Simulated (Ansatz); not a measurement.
**CH$_{4}$ClFGeO: density, localisation and related maps**

```yaml
atoms:
  - { symbol: C, position_ang: [-1.3376, 0.1929, -0.0386] }
  - { symbol: Ge, position_ang: [0.5520, 0.0137, 0.2211] }
  - { symbol: O, position_ang: [1.2511, -1.0188, -1.0096] }
  - { symbol: F, position_ang: [0.8917, -0.7038, 1.7596] }
  - { symbol: Cl, position_ang: [1.6001, 1.8791, 0.2725] }
  - { symbol: H, position_ang: [-1.5277, 0.6876, -0.9906] }
  - { symbol: H, position_ang: [-1.7599, 0.7847, 0.7726] }
  - { symbol: H, position_ang: [-1.7896, -0.7990, -0.0445] }
  - { symbol: H, position_ang: [2.2085, -1.0826, -0.9595] }
```

Geometry: PBE0-D4/def2-TZVP.

These are results of RKS PBE0-D4/def2-TZVPP (Ansatz), not measurements.

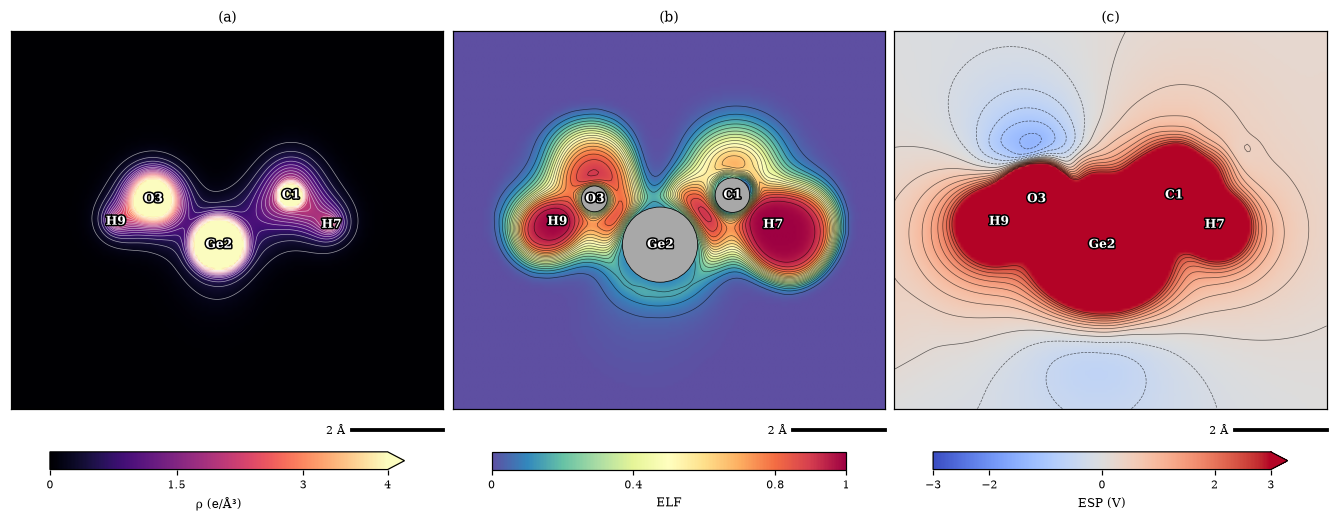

Figure 1. (a) total electron density; (b) electron localisation function; (c) molecular electrostatic potential on the plane of atoms Ge2, C1 and H7. Grey discs cover the atomic cores in the ELF map.

Q: Describe what can be read from this map.

A:
- The section cuts through C, Ge, O and H sites.
- Ge–O (1.75 Å): the density is about 1.1 e/Å³ at the midpoint; the ELF peaks at about 0.85 in the valence shell of O, 0.6 Å from its nucleus, and is about 0.30 at the midpoint.
- C–Ge (1.92 Å): ρ at the midpoint is about 0.95 e/Å³; the ELF peaks at about 0.90 in the valence shell of C, 0.7 Å from its nucleus, and is about 0.70 at the midpoint.
- O–H (0.96 Å): ρ is about 3.8 e/Å³ halfway; the ELF climbs to about 1 towards the hydrogen, as it does in any bond to H: a covalent bond by its length.
- C–H (1.09 Å): ρ at the midpoint is about 2 e/Å³; the ELF climbs to about 1 towards the hydrogen (an ordinary covalent bond to hydrogen).
- The ELF also peaks beside O3, away from the bonds: lone-pair regions.
- Outside the dense part of the molecule the potential is most negative (−1.4 V) near O3.

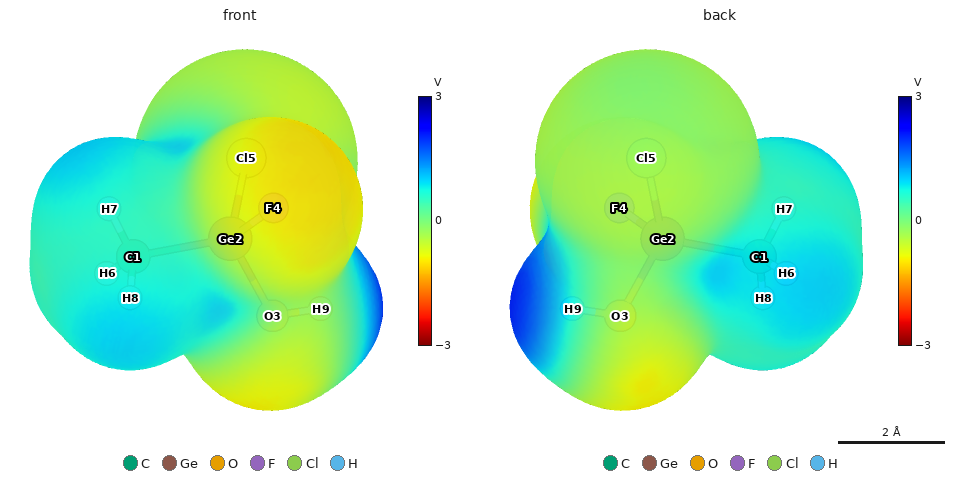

Figure 2. The electrostatic potential painted on the density surface at 0.001 e/bohr³, seen from the front and from behind; red is negative and blue positive.

Q: Where is the surface potential most negative and most positive?

A: The most negative region (about −1.1 V) lies over F4, the most positive (about +2.0 V) over H9.

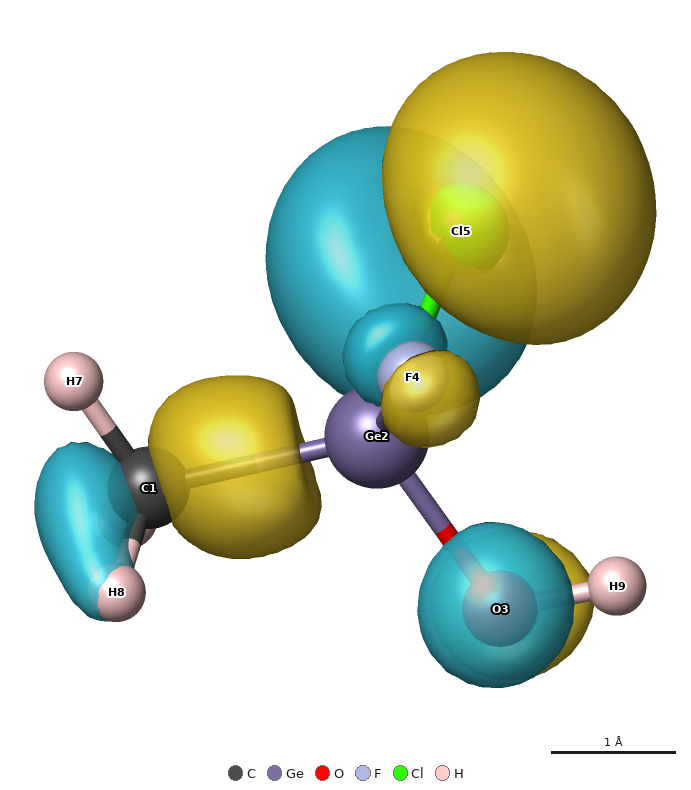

Figure 3. The HOMO−1 at ±0.1 Å⁻³ᐟ² (yellow and cyan are the two phases), seen across its widest extent.

Q: Where does this orbital lie, and at what energy?

A: By Hirshfeld shares it lies mainly on Cl5 (about 75 %), O3 (about 10 %) and Ge2 (about 10 %); largely a lone pair of Cl5. Its energy is −9.33 eV.
